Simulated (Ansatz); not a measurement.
# SiMe2H2 (C2H8Si): single points with varied inputs

Aim: run SiMe2H2 (C2H8Si) under a spread of inputs, and see what each costs and gives.

Computed with Ansatz 0.2.0, Gaussian basis. Level: the settings change from run to run.

1 further run of the same task is left out (it didn't finish).

### Step 1. The geometry

The geometry comes from an earlier relaxation with PBE-D4 in a triple-zeta def2 set; it is a stationary point, not always the lowest conformer.

11 atoms, charge 0, spin multiplicity 1.

Atoms are counted from 1 here; the program's logs count them from 0.

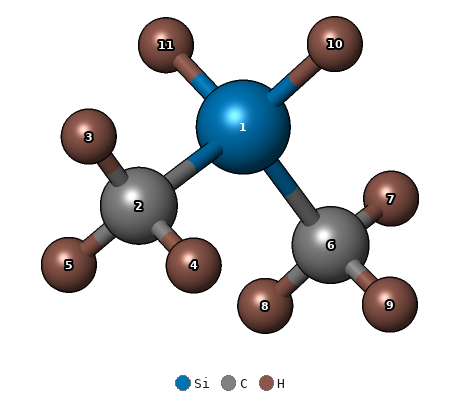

The structure; silicon blue, carbon grey, hydrogen brown; atoms are numbered from 1 in the order of the file.

### Step 2. revPBE0/def2-mTZVP

This run has charge +1, multiplicity 2.

The input, in.yaml:

```yaml
crystal:
  periodic: [false, false, false]
  atoms:
    - {symbol: Si, position_ang: [-0.596007, -0.003632, -0.423794]}
    - {symbol: C, position_ang: [-0.632843, 0.001065, 1.459088]}
    - {symbol: H, position_ang: [-1.665927, 0.007323, 1.835039]}
    - {symbol: H, position_ang: [-0.120974, 0.889284, 1.857879]}
    - {symbol: H, position_ang: [-0.130235, -0.890572, 1.861954]}
    - {symbol: C, position_ang: [1.170347, 0.002325, -1.076898]}
    - {symbol: H, position_ang: [1.186278, -0.004644, -2.176136]}
    - {symbol: H, position_ang: [1.720580, -0.882266, -0.723750]}
    - {symbol: H, position_ang: [1.710406, 0.897533, -0.735051]}
    - {symbol: H, position_ang: [-1.326129, 1.200262, -0.942439]}
    - {symbol: H, position_ang: [-1.315496, -1.216697, -0.935871]}
basis:
  gaussian: {orbitals: def2-mTZVP}
total_charge: 1
magnetization: {spin_polarized: true, initial_magnetization: 1}
hamiltonian: {xc: {name: revPBE0}}
output: {forces: true}
```

On the command line:

```
$ ansatz run in.yaml --threads 4 --pin off --events-out ev --progress --plain --max-ram 3916MiB
```

The program printed, shortened:

```text
Functional definition: revPBE0
  name "revPBE0"
  cite "Zhang & Yang, Phys. Rev. Lett. 80, 890 (1998) doi:10.1103/PhysRevLett.80.890"
  cite "Adamo & Barone, J. Chem. Phys. 110, 6158 (1999) doi:10.1063/1.478522"
  cite "Perdew, Burke & Ernzerhof, Phys. Rev. Lett. 77, 3865 (1996) doi:10.1103/PhysRevLett.77.3865"
[...]
823 factors; integrals over basis functions are off by at most 1.2e-3 eV
[...]
mean field -10070.04039823 eV, -370.0671589164 hartree, gradient 4.3e-8 eV, S^2 0.758167; 5 other end points of the search recorded, 0 dependent functions left out
[...]
reference -10070.04043746 eV, -370.0671603579 hartree; 17, 16 occupied and 67, 68 virtual orbitals, 823 factors
Total energy: -10070.04043746 eV, -370.0671603579 hartree
Atom 0 at    -0.596007    -0.003632    -0.423794 Å, force    -3.317091    -0.020997    -2.358721 eV/Å
Atom 1 at    -0.632843     0.001065     1.459088 Å, force     1.707906     0.259021     3.042365 eV/Å
Atom 2 at    -1.665927     0.007323     1.835039 Å, force    -0.520769     0.063359    -1.088695 eV/Å
Atom 3 at    -0.120974     0.889284     1.857879 Å, force    -0.052339    -0.147262    -0.259627 eV/Å
Atom 4 at    -0.130235    -0.890572     1.861954 Å, force     0.073515     0.062957    -0.459572 eV/Å
Atom 5 at     1.170347     0.002325    -1.076898 Å, force     3.436931    -0.230417     0.617217 eV/Å
Atom 6 at     1.186278    -0.004644    -2.176136 Å, force    -1.199699    -0.069263    -0.135105 eV/Å
Atom 7 at     1.720580    -0.882266    -0.723750 Å, force    -0.264984     0.145061     0.038320 eV/Å
Atom 8 at     1.710406     0.897533    -0.735051 Å, force    -0.407431    -0.066285     0.217044 eV/Å
Atom 9 at    -1.326129     1.200262    -0.942439 Å, force     0.172296    -0.215562     0.336146 eV/Å
Atom 10 at    -1.315496    -1.216697    -0.935871 Å, force     0.371665     0.219388     0.050627 eV/Å
Dipole moment:     0.228824     0.001465     0.162736 e Å
```

It took 6 s on 4 threads of Arm Neoverse V1, shared host.

Largest force 4.070 eV/Å, ⟨S²⟩ 0.758.

### Step 3. wB97/cc-pVDZ

Edit in.yaml of step 2 so:

```diff
@@ -15,6 +15,4 @@
 basis:
-  gaussian: {orbitals: def2-mTZVP}
-total_charge: 1
-magnetization: {spin_polarized: true, initial_magnetization: 1}
-hamiltonian: {xc: {name: revPBE0}}
+  gaussian: {orbitals: cc-pVDZ}
+hamiltonian: {xc: {name: wB97}}
 output: {forces: true}
```

Launched as before.

The program printed, shortened:

```text
Functional definition: wB97
  name "wB97"
  cite "Chai & Head-Gordon, J. Chem. Phys. 128, 084106 (2008) doi:10.1063/1.2834918"
  cite "Becke, J. Chem. Phys. 107, 8554 (1997) doi:10.1063/1.475007"
[...]
  # The coefficients of nought are those of the uniform gas.
[...]
      + integral(e_c_pw_opposite_spin*poly(b97_u_opposite, 1, cos1, cos2, cos3, cos4))
1062 factors; their error is unknown
375 factors; integrals over basis functions are off by at most 1.7e-5 eV
[...]
mean field -10081.77387173 eV, -370.4983561144 hartree, gradient 1.8e-5 eV, S^2 0.000000; 0 other end points of the search recorded, 0 dependent functions left out
[...]
reference -10081.77386242 eV, -370.4983557721 hartree; 17, 17 occupied and 69, 69 virtual orbitals, 1062 factors
Total energy: -10081.77386242 eV, -370.4983557721 hartree
Atom 0 at    -0.596007    -0.003632    -0.423794 Å, force    -0.034509    -0.000290    -0.024406 eV/Å
Atom 1 at    -0.632843     0.001065     1.459088 Å, force     0.015838     0.000453    -0.040051 eV/Å
Atom 2 at    -1.665927     0.007323     1.835039 Å, force    -0.085007    -0.000535     0.027242 eV/Å
Atom 3 at    -0.120974     0.889284     1.857879 Å, force     0.039587     0.070928     0.034172 eV/Å
Atom 4 at    -0.130235    -0.890572     1.861954 Å, force     0.040544    -0.070438     0.034913 eV/Å
Atom 5 at     1.170347     0.002325    -1.076898 Å, force    -0.032516    -0.001387     0.028258 eV/Å
Atom 6 at     1.186278    -0.004644    -2.176136 Å, force    -0.002250     0.000032    -0.089448 eV/Å
Atom 7 at     1.720580    -0.882266    -0.723750 Å, force     0.046058    -0.070339     0.026711 eV/Å
Atom 8 at     1.710406     0.897533    -0.735051 Å, force     0.045591     0.071360     0.026341 eV/Å
Atom 9 at    -1.326129     1.200262    -0.942439 Å, force    -0.016282     0.046098    -0.012071 eV/Å
Atom 10 at    -1.315496    -1.216697    -0.935871 Å, force    -0.017054    -0.045882    -0.011662 eV/Å
Dipole moment:     0.135020     0.000834     0.095999 e Å
```

Wall time 2 s (4 threads of Arm Neoverse V1, shared host).

Largest force 0.089 eV/Å, dipole 0.80 D.

### Step 4. HSE06/def2-mTZVPP

Edit in.yaml of step 3 so:

```diff
@@ -15,4 +15,5 @@
 basis:
-  gaussian: {orbitals: cc-pVDZ}
-hamiltonian: {xc: {name: wB97}}
+  gaussian: {orbitals: def2-mTZVPP}
+hamiltonian: {xc: {name: HSE06}}
+scf: {omitted_lower_state_checks: [starts]}
 output: {forces: true}
```

The command is unchanged.

The program printed, shortened:

```text
Functional definition: HSE06
  name "HSE06"
  cite "Heyd, Scuseria & Ernzerhof, J. Chem. Phys. 118, 8207 (2003) doi:10.1063/1.1564060"
  cite "Krukau, Vydrov, Izmaylov & Scuseria, J. Chem. Phys. 125, 224106 (2006) doi:10.1063/1.2404663"
  cite "Heyd & Scuseria, J. Chem. Phys. 120, 7274 (2004) doi:10.1063/1.1668634"
  cite "Ernzerhof & Perdew, J. Chem. Phys. 109, 3313 (1998) doi:10.1063/1.476928"
  cite "Perdew, Burke & Ernzerhof, Phys. Rev. Lett. 77, 3865 (1996) doi:10.1103/PhysRevLett.77.3865"
  parent pbe
[...]
  # The whole range is PBE's own exchange, as in plane waves. The composition of these papers is wPBEh.
[...]
994 factors; integrals over basis functions are off by at most 1.3e-3 eV
94 factors; integrals over basis functions are off by at most 4.1e-7 eV
[...]
Atom 2 at    -1.665927     0.007323     1.835039 Å, force     0.197157    -0.002052    -0.065394 eV/Å
Atom 3 at    -0.120974     0.889284     1.857879 Å, force    -0.102844    -0.176259    -0.061240 eV/Å
Atom 4 at    -0.130235    -0.890572     1.861954 Å, force    -0.099657     0.177583    -0.061633 eV/Å
Atom 5 at     1.170347     0.002325    -1.076898 Å, force     0.095977    -0.000725    -0.017454 eV/Å
Atom 6 at     1.186278    -0.004644    -2.176136 Å, force     0.002889     0.001906     0.207502 eV/Å
Atom 7 at     1.720580    -0.882266    -0.723750 Å, force    -0.092378     0.175829    -0.076708 eV/Å
Atom 8 at     1.710406     0.897533    -0.735051 Å, force    -0.090087    -0.177672    -0.074173 eV/Å
Atom 9 at    -1.326129     1.200262    -0.942439 Å, force     0.084443    -0.139856     0.059560 eV/Å
Atom 10 at    -1.315496    -1.216697    -0.935871 Å, force     0.082201     0.141265     0.058900 eV/Å
Dipole moment:     0.124642     0.000776     0.088621 e Å
Checks for a lower state left out: starts
```

Run time: 1.2 s. Hardware: 4 threads of Arm Neoverse V1, shared host.

Largest force 0.213 eV/Å, dipole 0.73 D.

### Step 5. B3LYP/def2-SVP

Options: multiplicity 3, density fitting with cc-pVTZ-jkfit, finite nuclei, D4 dispersion, the search for lower states set to light.

Edit in.yaml of step 4 so:

```diff
@@ -15,5 +15,5 @@
 basis:
-  gaussian: {orbitals: def2-mTZVPP}
-hamiltonian: {xc: {name: HSE06}}
-scf: {omitted_lower_state_checks: [starts]}
-output: {forces: true}
+  gaussian: {orbitals: def2-SVP, fitting: {mean_field: cc-pVTZ-jkfit}, nuclear_model: gaussian}
+magnetization: {spin_polarized: true, initial_magnetization: 2}
+hamiltonian: {xc: {name: B3LYP}, dispersion: d4}
+scf: {lower_state_search: light}
```

Same command.

The program printed, shortened:

```text
Functional definition: B3LYP
  name "B3LYP"
  cite "Stephens, Devlin, Chabalowski & Frisch, J. Phys. Chem. 98, 11623 (1994) doi:10.1021/j100096a001"
  cite "Becke, Phys. Rev. A 38, 3098 (1988) doi:10.1103/PhysRevA.38.3098"
  cite "Lee, Yang & Parr, Phys. Rev. B 37, 785 (1988) doi:10.1103/PhysRevB.37.785"
  cite "Vosko, Wilk & Nusair, Can. J. Phys. 58, 1200 (1980) doi:10.1139/p80-159"
[...]
519 factors; integrals over basis functions are off by at most 1.2e-1 eV
[...]
mean field -10070.78026411 eV, -370.0943484860 hartree, gradient 5.4e-6 eV, S^2 2.003131; 9 other end points of the search recorded, 0 dependent functions left out
reference -10070.78052170 eV, -370.0943579522 hartree; 18, 16 occupied and 68, 70 virtual orbitals, 519 factors
Total energy: -10071.05784786 eV, -370.1045495008 hartree
```

Wall time 6 s (4 threads of Arm Neoverse V1, shared host).

⟨S²⟩ 2.003.

### Step 6. All runs side by side

```
             level  charge  multiplicity  geometry  functions  energy (eV)   time
revPBE0/def2-mTZVP       1             2   relaxed         84   -10070.040    6 s
      wB97/cc-pVDZ       0             1   relaxed         86   -10081.774    2 s
 HSE06/def2-mTZVPP       0             1   relaxed        105   -10076.992  1.2 s
    B3LYP/def2-SVP       0             3   relaxed         86   -10071.058    6 s
```

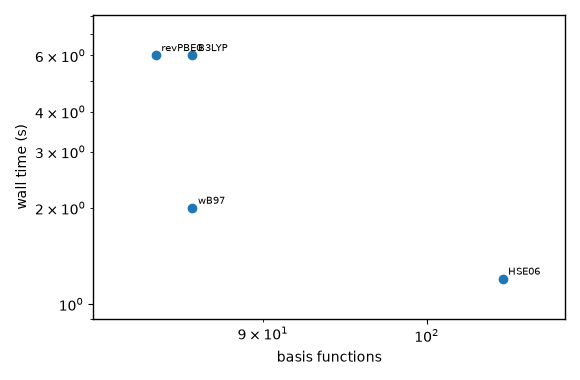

Wall time against the number of basis functions (shared host).

### Step 7. Results

| quantity | value |
| --- | --- |
| runs | 4 |
| quickest | HSE06/def2-mTZVPP, 1.2 s |
| slowest | revPBE0/def2-mTZVP, 6 s |
| spread of total energies, same state and geometry | 4.8 eV |
| dipole, same state and geometry | 0.73 to 0.80 D |

In words: Run time spans a factor of 5, from HSE06/def2-mTZVPP to revPBE0/def2-mTZVP. The jobs differ in tasks and options as well as level. The totals spread over 5 eV; they can't be compared across methods or bases. At the PBE-D4/def2-TZVP geometry and in the same state, runs without warnings or point charges leave forces up to 0.21 eV/Å (HSE06/def2-mTZVPP).
